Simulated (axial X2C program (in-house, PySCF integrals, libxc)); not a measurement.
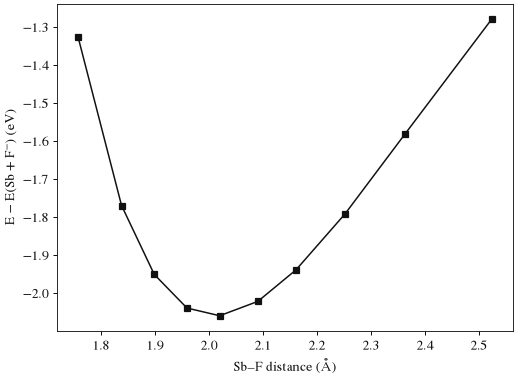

Figure 1. Energy at 10 bond lengths, for one set of occupations held fixed; the line joins the points. A polynomial of degree 6 through 9 points gives rₑ = 2.011 Å, ωₑ = 481.2 cm⁻¹, ωₑxₑ = 3.1 cm⁻¹ and Bₑ = 0.2538 cm⁻¹. The minimum lies 2.06 eV below Sb + F⁻, each computed as one determinant at the same level.

## Run report: SbF⁻, relativistic diatomic calculation

- system: SbF⁻, single determinant with Ω = 3/2.
- method: PBE0, two-component X2C with atomic mean-field Coulomb and Gaunt terms, Sb dyall-acv3z, F dyall-av3z (cores contracted) (axial X2C program (in-house, PySCF integrals, libxc))

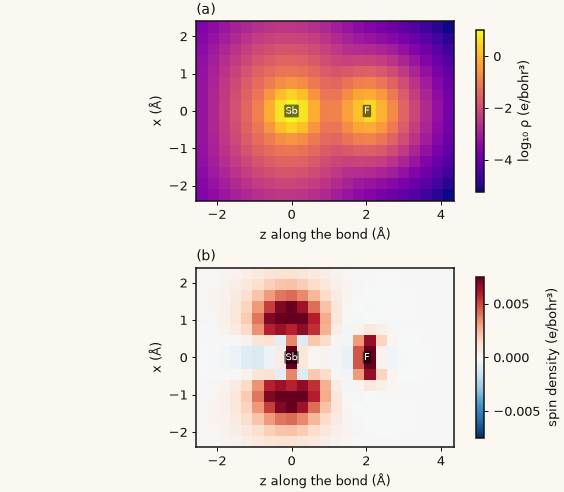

Figure 2. (a) electron density on a logarithmic scale; (b) spin density, in a plane that holds the axis, at 2.02 Å, on points 0.3 Å apart (one half computed, the other mirrored); the structure near the nuclei is finer than these points.

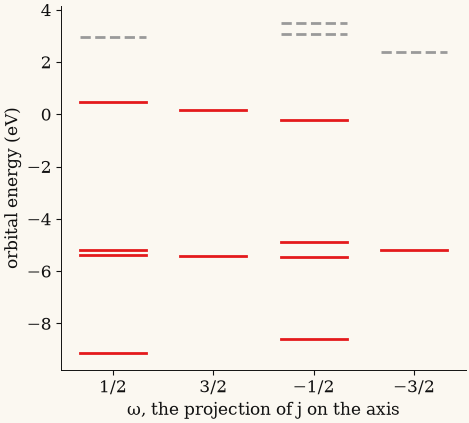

Figure 3. Orbital energies near the frontier at 2.02 Å, filled (solid) and empty (dashed). The highest filled spinor (1/2; 88 % Sb p, 7 % F p) lies at 0.47 eV, the lowest empty one (−3/2; 89 % Sb p, 6 % F p) at 2.39 eV. A filled level above zero is held only by the finite basis .

These pictures come from the run below.

**Input file**
```
{"zs": [51, 9], "q": -1, "bas": ["dyall-acv3z", "dyall-av3z"], "levels": ["PBE0", "HF", "B97-3"], "cc": true, "r0": 2.04, "thr": -1.0, "nmax": 90, "npts": 10, "nst": 2, "ntry": 6}
```

The line is the task of a batch: nuclear charges, charge, bases, the levels to run, a first guess of the distance and further settings. This report covers PBE0 with spin-orbit coupling. The log is that of the reference distance 2.02 Å.

The run was one of a batch that the task file lists, launched with:
```bash
python <driver script> task.json out
```

**Log**
```
two-component X2C + atomic mean field  PBE0
basis functions 194  fitting functions 986  grid points 5079
iter        total energy     max residual
   1      -6577.223299707     1.40e+00
   2      -6577.698420168     7.86e-03
   3      -6577.695732226     1.47e-02
   4      -6577.700212298     2.01e-03
   5      -6577.700296255     5.75e-04
   6      -6577.700303954     1.18e-04
   7      -6577.700304509     3.72e-05
   8      -6577.700304527     1.08e-05
   9      -6577.700304535     6.23e-06
  10      -6577.700304539     2.51e-06
  11      -6577.700304540     4.29e-07
converged
one-electron -9286.52783279  Coulomb 2774.65470522  exact exchange -44.86507009  xc functional -137.42372231  nuclear repulsion 120.24373258  atomic mean-field constant -3.78211715
```

**The points of the curve**

```tsv
R (Å)	E (hartree)	dipole (D; origin at the first atom, positive when the second is positive)	highest filled (eV)	lowest empty (eV)
1.757	−6577.673320	−0.72	0.77	2.57
1.838	−6577.689652	−1.31	0.69	2.52
1.899	−6577.696312	−1.75	0.62	2.48
1.959	−6577.699560	−2.20	0.55	2.44
2.020	−6577.700305	−2.64	0.47	2.39
2.091	−6577.698919	−3.16	0.39	2.33
2.161	−6577.695874	−3.67	0.30	2.27
2.252	−6577.690461	−4.32	0.18	2.19
2.363	−6577.682740	−5.11	0.04	2.10
2.525	−6577.671578	−6.23	−0.15	2.02
```

**Results in brief**

- outcome: converged; a filled level lies above zero
- bond length rₑ: 2.011 Å
- ωₑ: 481.2 cm⁻¹
- energy at the minimum: −6577.70032 hartree
- depth below the fragments: 2.06 eV
- hardware: 1 thread of Arm Neoverse V1, 24 GiB of memory available, shared host
- wall time: 7.8 s
- peak memory: 0.85 GiB

**Remarks**

The highest filled level (PBE0, up to 0.77 eV) lies above zero. That is common for anions, where the functional's self-interaction leaves the outer electrons unbound; only the finite basis holds them, so such levels depend on it.
